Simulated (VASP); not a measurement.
Energy against volume of Ni3Si (L1_2). All values below come from optB88-vdW, VASP's PBE PAW potentials (set 64) (plane waves; VASP).

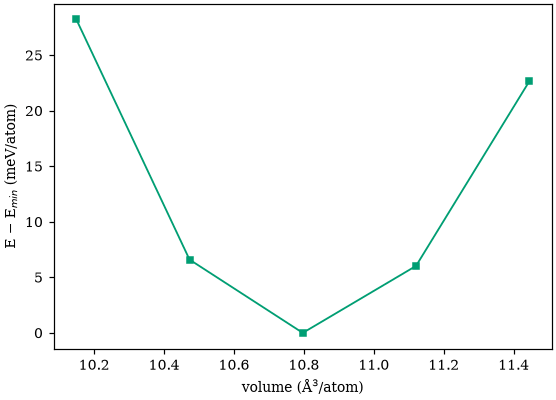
Figure. Energy against volume

**Question.** Estimate the equilibrium volume and the bulk modulus.

**Answer.** The minimum lies near 10.8 Å³/atom, and the curvature gives B0 of about 210 GPa.

Measured: a 3.510 Å (computed value off by -0.1 %), as given by Metallic Nickel Silicides: Experiments and Theory for NiSi and First Principles Calculations for Other Phases, …. The calculation is for a static lattice, while the measured a holds thermal and zero-point effects, which are part of the difference.

The compound is Ni3Si in the L1_2 structure. It was relaxed first. The run is not spin-polarised, so no magnetic state was tried.
